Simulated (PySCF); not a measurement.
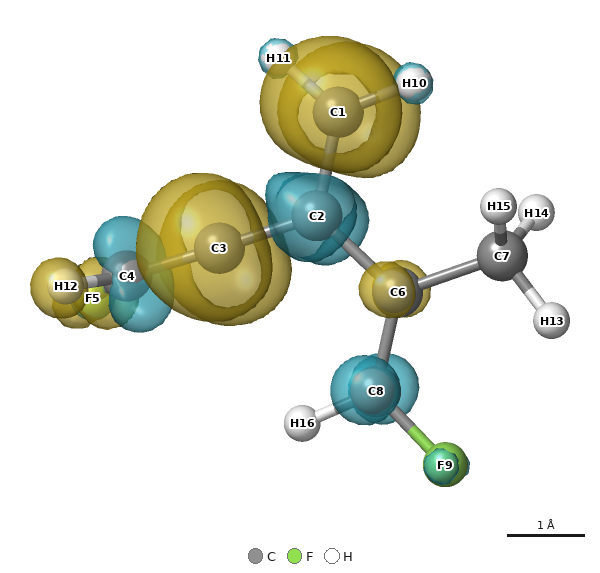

Figure 1: C₇H₇F₂ (doublet). Isosurfaces of the spin density (α minus β) at +0.02 (yellow) and −0.02 e/Å³ (cyan), seen at a tilt.

Geometry: GFN2-xTB.

Computed with PySCF, UKS B3LYP, pcH-1 on C F H, non-relativistic, mean-field spin-orbit, GIAO.

```csv
atom,x (Å),y (Å),z (Å)
C,0.1149,1.8070,0.6400
C,0.2843,0.4668,0.3622
C,1.3006,-0.2181,0.9550
C,2.2488,-0.8380,1.5672
F,2.0794,-1.4752,2.7607
C,-0.6042,-0.2431,-0.5837
C,-1.6355,0.5430,-1.3324
C,-0.4729,-1.5567,-0.7448
F,-1.2455,-2.2550,-1.5940
H,-0.6760,2.3853,0.2050
H,0.7780,2.3039,1.3240
H,3.2729,-0.9465,1.2259
H,-2.1705,-0.1039,-2.0224
H,-2.3554,0.9807,-0.6421
H,-1.1655,1.3463,-1.8976
H,0.2390,-2.1877,-0.2345
```

**Describe the spin distribution.**

The unpaired spin (1 electron) lies mostly on C3 (about 0.4) and C1 (about 0.4), in electrons by Hirshfeld's partition, with opposite, polarisation-induced spin on C8.
